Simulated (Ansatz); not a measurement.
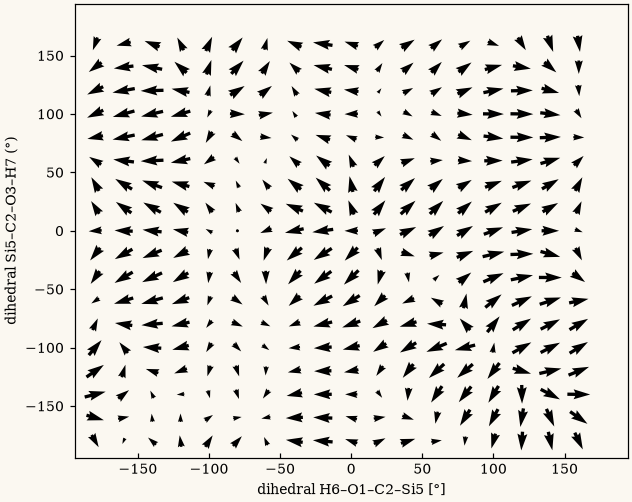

CH5FO2Si, SMILES OC(O)(F)[SiH3]. 
- Coordinates scanned: (1) dihedral H6–O1–C2–Si5; (2) dihedral Si5–C2–O3–H7.
- Nothing is relaxed (all other coordinates rigid).
- The scan uses an 18 × 18 grid.
- Points are written as (first, second).
- Computed with RKS SPW92 (LDA)/def2-SVP in Ansatz 0.2.0.

The picture shows arrows along the force (downhill), their lengths compressed.

The arrows alone are given. Where are the wells?

Answer. The arrows converge at about (165°, 80°); about (−180°, −65°) (165 cm⁻¹ up); about (−70°, −160°) (1001 cm⁻¹ up) (read from the interpolated surface).

The energy map of the same scan:

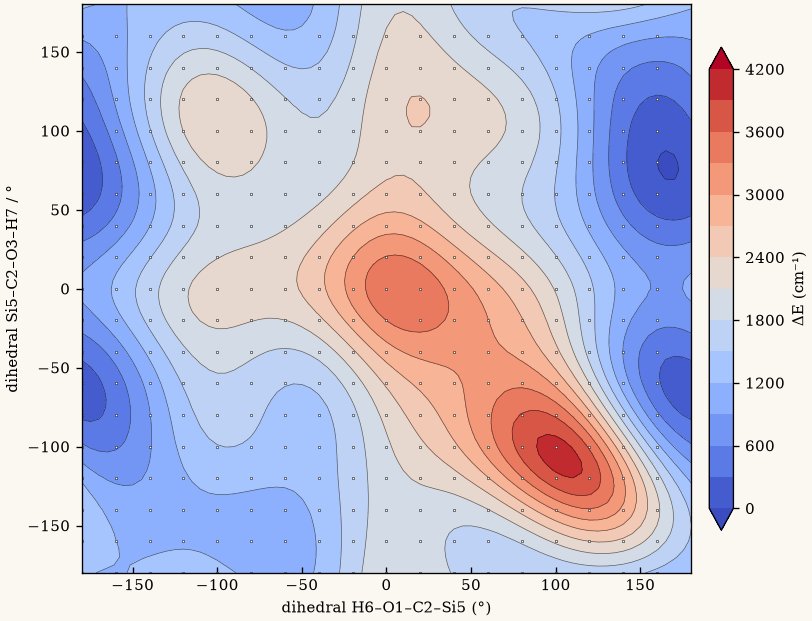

Energies are in cm⁻¹, from the lowest grid point; between grid points the surface is interpolated.
